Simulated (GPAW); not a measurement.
# Convergence study of the k-point mesh for Li (Im-3m, 1 atom in the cell)

```xyz
1
Lattice="-1.7502 1.7502 1.7502 1.7502 -1.7502 1.7502 1.7502 1.7502 -1.7502" Properties=species:S:1:pos:R:3 pbc="T T T"
Li     0.0000     0.0000     0.0000
```

Computed with PBEsol, GPAW PAW datasets PBEsol (made by gpaw-setup) (plane waves; GPAW).

Base settings: mode = pw; ecut = 550 eV; xc = PBEsol; kpts = 13 13 13; mesh shift (steps) = 0 0 0; occupations.name = methfessel-paxton; occupations.width = 0.1 eV; occupations.order = 0; nbands = -7; symmetry.symmorphic = false.

The second cell is the first with its lattice scaled by 0.98.

Only quantities that move along the ladder and can be compared are tabulated.

The count of work is k-points × plane waves × bands × iterations; it is no time. 

The starting cell has typed, rounded lattice constants, without a prior relaxation at this level. Its lattice was rescaled by up to half a per cent.

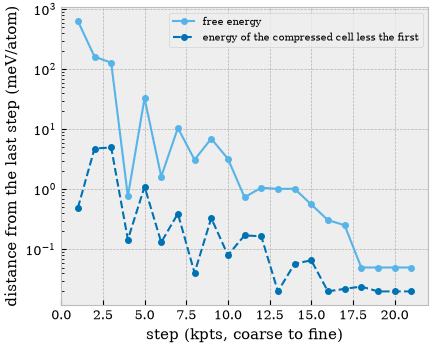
*Distance from the last step along the ladder; very small values are drawn at a floor.*

| kpts | free energy less the last step's (meV/atom) | energy of the compressed cell less the first (meV/atom) | pressure (GPa) | count of work / last |
|---|---|---|---|---|
| 2 2 2 | 639.15 | -3.01 | -0.69 | 0.0014 |
| 3 3 3 | -162.53 | -7.31 | -1.27 | 0.0019 |
| 4 4 4 | 129.21 | 2.48 | -0.08 | 0.0033 |
| 5 5 5 | -0.77 | -2.66 | -0.70 | 0.0049 |
| 6 6 6 | 33.04 | -1.41 | -0.55 | 0.0064 |
| 7 7 7 | -1.63 | -2.39 | -0.67 | 0.0081 |
| 8 8 8 | 10.56 | -2.12 | -0.64 | 0.015 |
| 9 9 9 | -3.12 | -2.48 | -0.68 | 0.017 |
| 10 10 10 | 7.02 | -2.19 | -0.64 | 0.019 |
| 11 11 11 | -3.24 | -2.60 | -0.70 | 0.028 |
| 13 13 13 | -0.74 | -2.69 | -0.71 | 0.041 |
| 14 14 14 | 1.07 | -2.35 | -0.67 | 0.051 |
| 15 15 15 | 1.02 | -2.53 | -0.69 | 0.059 |
| 17 17 17 | 1.03 | -2.46 | -0.68 | 0.081 |
| 19 19 19 | 0.56 | -2.45 | -0.68 | 0.11 |
| 23 23 23 | 0.31 | -2.51 | -0.69 | 0.18 |
| 26 26 26 | -0.25 | -2.54 | -0.69 | 0.25 |
| 29 29 29 | 0.00 | -2.49 | -0.68 | 0.33 |
| 32 32 32 | 0.05 | -2.51 | -0.69 | 0.46 |
| 35 35 35 | -0.02 | -2.51 | -0.69 | 0.56 |
| 39 39 39 | -0.05 | -2.52 | -0.69 | 0.76 |
| 43 43 43 | 0.00 | -2.52 | -0.69 | 1.0 |

Coarsest kpts that holds the free energy within 0.5 meV/atom of the last step, with all finer ones: 23 23 23, at 0.18 of the last step's count of work; the step before is off by 0.56 meV/atom.

Coarsest kpts that holds the pressure within 0.1 GPa of the last step, with all finer ones: 7 7 7, at 0.0081 of the last step's count of work; the step before is off by 0.14 GPa.

Coarsest kpts that holds the energy of the compressed cell less the first within 2 meV/atom of the last step, with all finer ones: 5 5 5, at 0.0049 of the last step's count of work; the step before is off by 5.0 meV/atom.

The energy difference between the two cells stays within 1 meV/atom of the last step's from 7 7 7 on, the total only from 19 19 19 on: much of the error is common to both cells and cancels.
